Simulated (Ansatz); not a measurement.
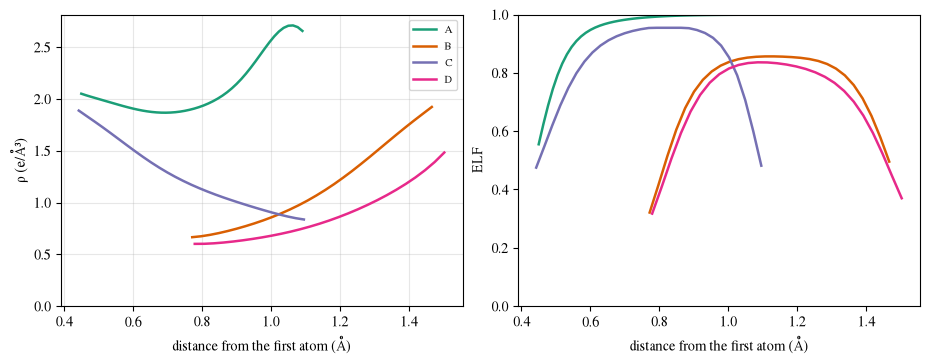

*CH3BrClSi (doublet). Total electron density and electron localisation function along straight lines between neighbouring atoms. The curves leave out the atomic cores.*

Geometry: PBE0-D4/def2-TZVP.

Computed with UKS PBE0-D4/def2-TZVPP (Ansatz 0.2.0).

Input file:

```
crystal:
  periodic: [false, false, false]
  atoms:
    - {symbol: C, position_ang: [-0.113707, 0.871005, -0.079311]}
    - {symbol: Si, position_ang: [-0.332521, -0.897058, 0.471474]}
    - {symbol: Cl, position_ang: [1.376048, -1.511179, 1.440762]}
    - {symbol: Br, position_ang: [-0.669264, -2.190989, -1.308323]}
    - {symbol: H, position_ang: [-1.007627, 1.212959, -0.603589]}
    - {symbol: H, position_ang: [0.064175, 1.510521, 0.787398]}
    - {symbol: H, position_ang: [0.743995, 0.936843, -0.754011]}
basis:
  gaussian: {orbitals: def2-TZVPP}
magnetization: {spin_polarized: true, initial_magnetization: 1}
hamiltonian: {xc: pbe0, dispersion: d4}
output: {orbitals: {seedname: orbitals}}
```

Command:

```sh
ansatz run in.yaml --threads 4 --pin off --events-out ev --progress --plain --max-ram 10444MiB
```

Which curve belongs to which contact (C–H, C–Si, Si–Br and Si–Cl)? The first atom named is at distance zero.

Answer. Curve A: C–H (1.09 Å): ρ at the midpoint is about 2 e/Å³; the ELF climbs to about 1 towards the hydrogen, as it does in any bond to H (an ordinary covalent bond to hydrogen). Curve B: Si–Cl (2.06 Å): ρ at the midpoint is about 0.89 e/Å³; the ELF peaks at about 0.85 between the atoms: a shared but strongly polarised pair. Curve C: C–Si (1.86 Å): ρ at the midpoint is about 0.97 e/Å³; the ELF peaks at about 0.95 between the atoms (a covalent bond). Curve D: Si–Br (2.23 Å): ρ is about 0.77 e/Å³ halfway; the ELF peaks at about 0.85 between the atoms; a polar covalent bond.
